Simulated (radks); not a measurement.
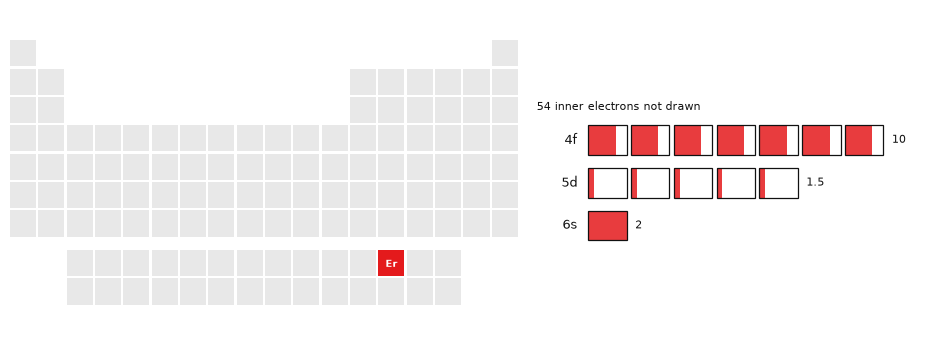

Fig. 1: Left, the place of erbium in the periodic table; right, the outer shells as the input fills them: a box for each of the 2l + 1 orbitals, shaded by the share of the shell that is filled, with the electron count at the right.

## Run report: Er (charge +0.5), atomic calculation

- system: Er with charge +0.5 in the configuration [Xe] 4f10 5d1.5 6s2.
- method: scalar-relativistic Kohn-Sham, r2SCAN, spin-unpolarised, spherical densities, finite nucleus (the in-house radial solver radks)

### The input
```
Z 68
configuration [Xe] 4f10 5d1.5 6s2
relativity scalar-relativistic
functional r2scan,r2scan
spin unpolarised
nucleus finite rms 5.2516 fm
c 137.035999084
```

Energies in input and log are in hartree, lengths in bohr (the nuclear radius in fm).

Hardware: 1 CPU thread, shared host.

### Output
```
1s      1   2.0000       -2111.73027707
2s      1   2.0000        -356.23496914
2p      1   6.0000        -315.04326344
3s      1   2.0000         -80.76783617
3p      1   6.0000         -68.17519775
3d      1  10.0000         -52.39713579
4s      1   2.0000         -16.70812649
4p      1   6.0000         -12.53464356
4d      1  10.0000          -6.91682515
4f      1  10.0000          -0.76694443
5s      1   2.0000          -2.42147433
5p      1   6.0000          -1.40153129
5d      1   1.5000          -0.24951872
6s      1   2.0000          -0.29271576
Etot -13085.705416106384
Ekin 14185.640001905904
Encl -32069.338818775443
Eh 5075.080739282836
Exc -277.08733851968054
err 5.114877255436686e-06
it 12
```

### Orbitals

```
orbital  occupation  energy (eV)  ⟨r⟩ (bohr)  outer maximum (bohr)
     1s           2     −57463.1     0.02037                0.0129
     2s           2      −9693.6     0.08645                0.0732
     2p           6      −8572.8     0.07673                0.0596
     3s           2      −2197.8      0.2250                 0.207
     3p           6      −1855.1      0.2243                 0.204
     3d          10      −1425.8      0.2039                 0.167
     4s           2     −454.651      0.5072                 0.474
     4p           6     −341.085      0.5371                 0.495
     4d          10     −188.216      0.5796                 0.511
     5s           2      −65.892       1.219                  1.09
     5p           6      −38.138       1.419                  1.24
     4f          10      −20.870      0.7359                 0.502
     6s           2       −7.965       3.461                  3.01
     5d         1.5       −6.790       2.325                  1.70
```

### Slater integrals of the outer shells (hartree)

| integral | value |
| --- | --- |
| F0(5d,5d) | 0.3925 |
| F2(5d,5d) | 0.1959 |
| F4(5d,5d) | 0.1266 |
| F0(5d,6s) | 0.2988 |
| G2(5d,6s) | 0.0912 |
| F0(5d,4f) | 0.5189 |
| F2(5d,4f) | 0.1167 |
| F4(5d,4f) | 0.0551 |

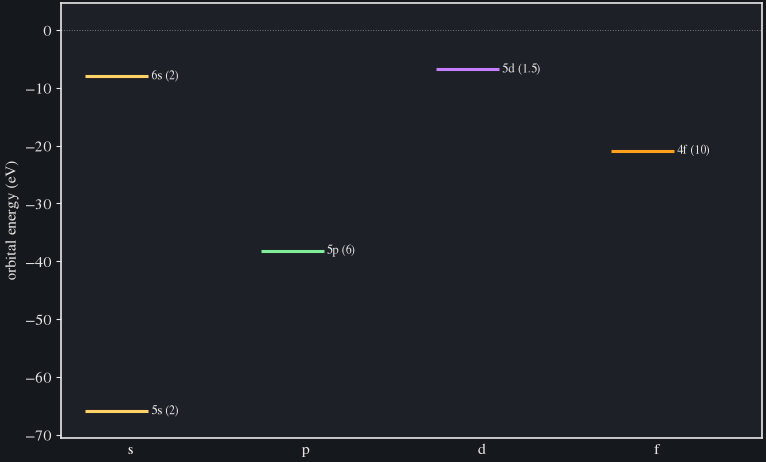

Fig. 2: The outer levels are drawn (occupations in brackets). The highest occupied level is 5d at −6.79 eV. From the top down the occupied levels run 5d (−6.79 eV), 6s (−7.97 eV), 4f (−20.9 eV), 5p (−38.1 eV), 5s (−65.9 eV). The open 4f shell lies under a filled one.

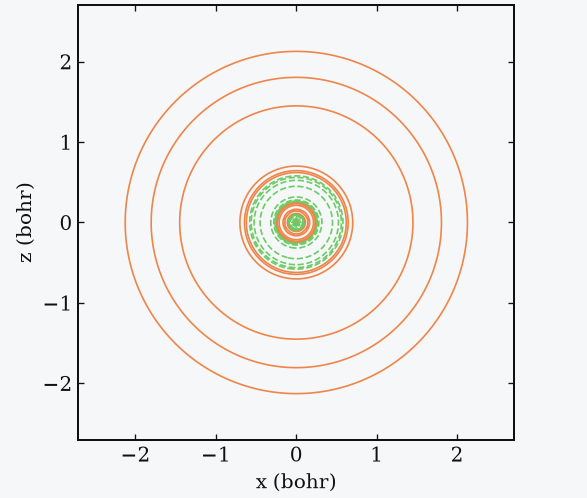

Fig. 3: One occupied orbital is shown. In the xz plane through the nucleus, contours of ψ are drawn, solid for positive and dashed for negative values, each about twice the one before. The radial function comes from the spherical calculation and is multiplied by a real spherical harmonic; the overall sign is chosen so that the largest lobe of P(r) is positive; at the scalar-relativistic level it is the large component. It is 5s. It has no angular node and 4 radial nodes, at r = 0.0246, 0.0975, 0.254 and 0.600 bohr; only the outer 3 can be made out at this scale. The outermost maximum of P² lies at 1.09 bohr, ⟨r⟩ = 1.22 bohr, 90 % of the charge lies within 1.75 bohr, and the eigenvalue is −65.9 eV, with 2 electrons in the shell.

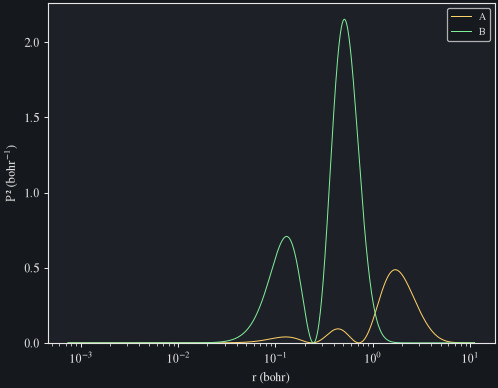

Fig. 4: The radial probability densities P² of 5d and 4d. A is 5d; B is 4d. 4d: outer maximum at 0.511 bohr, ⟨r⟩ = 0.580 bohr, 1 node, eigenvalue −188.2 eV; 5d: outer maximum at 1.70 bohr, ⟨r⟩ = 2.32 bohr, 2 nodes, eigenvalue −6.79 eV.

### Key numbers

| quantity | value |
| --- | --- |
| outcome | converged |
| total energy | −13085.7054 hartree |
| kinetic energy | 14185.6400 hartree |
| electron–nucleus energy | −32069.3388 hartree |
| Hartree energy | 5075.0807 hartree |
| exchange–correlation energy | −277.087339 hartree |
| radius at density 0.001 e/bohr³ | 4.90 bohr |
| SCF iterations | 12 |
